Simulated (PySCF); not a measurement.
**[BiCl4]−: forces at shaken geometries**

How stiff is [BiCl4]−? Its atoms are displaced at random by several amounts. The structure is generated, not taken from experiment.

Computed with PySCF 2.14.0. Level: BP86, Bi def2-SVP with ECP60, Cl def2-SVP; scalar-relativistic core potentials, no spin–orbit coupling.

3 further runs of the same task are left out: 2 for a known fault of the program, 1 that didn't finish.

## (1) Starting geometry

5 atoms, charge -1, spin multiplicity 1.

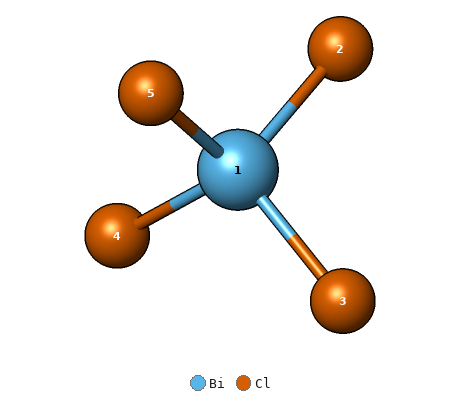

The structure; bismuth blue, chlorine orange; atoms are numbered from 1 in the order of the file.

Coordinates:

```xyz
5

Bi    0.0051    0.2454    0.0000
Cl   -0.0269   -1.2935    2.1359
Cl   -0.0269   -1.2935   -2.1359
Cl    2.1723    1.7403    0.0000
Cl   -2.0981    1.8291    0.0000
```

Formal oxidation states: Bi +3. An earlier session relaxed this geometry at BP86, Bi def2-SVP with ECP60, Cl def2-SVP (singlet, point group D2d).

Its energy there is -2055.449236 Eh.

## (2) Atoms moved at random, σ = 0.06 Å

run.py (the lines that set the calculation)

```python
mol = gto.M(atom='''
Bi     0.01766     0.18338     0.03067
Cl    -0.04734    -1.19656     2.18503
Cl    -0.00837    -1.35402    -2.25568
Cl     2.21130     1.77834    -0.00253
Cl    -2.14773     1.81653     0.04252''',
    basis={'Bi': 'def2-SVP', 'Cl': 'def2-SVP'},
    ecp={'Bi': 'def2-SVP'},
    charge=-1, spin=0)
mf = dft.RKS(mol, xc='B88,P86')
mf.grids.atom_grid = (50, 194)
mf = mf.density_fit()  # fitting sets: Bi def2-universal-JKFIT, Cl def2-universal-JKFIT
mf.conv_tol = 1e-08; mf.max_cycle = 55
mf.kernel(dm0)  # dm0: the density of the relaxed state
```

Command:

```bash
$ OMP_NUM_THREADS=2 python run.py
```

## (3) Atoms moved at random, σ = 0.03 Å

run.py (the lines that set the calculation)

```python
mol = gto.M(atom='''
Bi     0.02490     0.21342    -0.00472
Cl    -0.02771    -1.26755     2.14266
Cl    -0.01747    -1.31731    -2.15005
Cl     2.14359     1.76059     0.02905
Cl    -2.09779     1.83852    -0.01694''',
    basis={'Bi': 'def2-SVP', 'Cl': 'def2-SVP'},
    ecp={'Bi': 'def2-SVP'},
    charge=-1, spin=0)
mf = dft.RKS(mol, xc='B88,P86')
mf.grids.atom_grid = (50, 194)
mf = mf.density_fit()  # fitting sets: Bi def2-universal-JKFIT, Cl def2-universal-JKFIT
mf.conv_tol = 1e-08; mf.max_cycle = 55
mf.kernel(dm0)  # dm0: the density of the relaxed state
```

## (4) Atoms moved at random, σ = 0.06 Å

run.py (the lines that set the calculation)

```python
mol = gto.M(atom='''
Bi    -0.04554     0.28664    -0.03787
Cl     0.01630    -1.30044     2.19553
Cl    -0.02579    -1.30288    -2.09899
Cl     2.16823     1.72833     0.00913
Cl    -2.08769     1.81600    -0.06782''',
    basis={'Bi': 'def2-SVP', 'Cl': 'def2-SVP'},
    ecp={'Bi': 'def2-SVP'},
    charge=-1, spin=0)
mf = dft.RKS(mol, xc='B88,P86')
mf.grids.atom_grid = (50, 194)
mf = mf.density_fit()  # fitting sets: Bi def2-universal-JKFIT, Cl def2-universal-JKFIT
mf.conv_tol = 1e-08; mf.max_cycle = 55
mf.kernel(dm0)  # dm0: the density of the relaxed state
```

Before running it: what results should come out? Wanted: for each run, σ; energy rise; harmonic estimate −½ F·u; largest force component.

The runs gave:

| σ (Å) | energy rise (eV) | harmonic estimate −½ F·u (eV) | largest force component (eV/Å) |
| --- | --- | --- | --- |
| 0.06 | 0.120 | 0.114 | 1.06 |
| 0.03 | 0.009 | 0.010 | 0.30 |
| 0.06 | 0.071 | 0.071 | 0.76 |

Every displacement raises the energy. For a harmonic well the rise equals −½ F·u; the two differ by at most 5 % here (a move with σ = 0.06 Å), from anharmonicity, the grid and the small forces left at the relaxed point. The bases are small and lack diffuse functions. Spin–orbit coupling is left out.
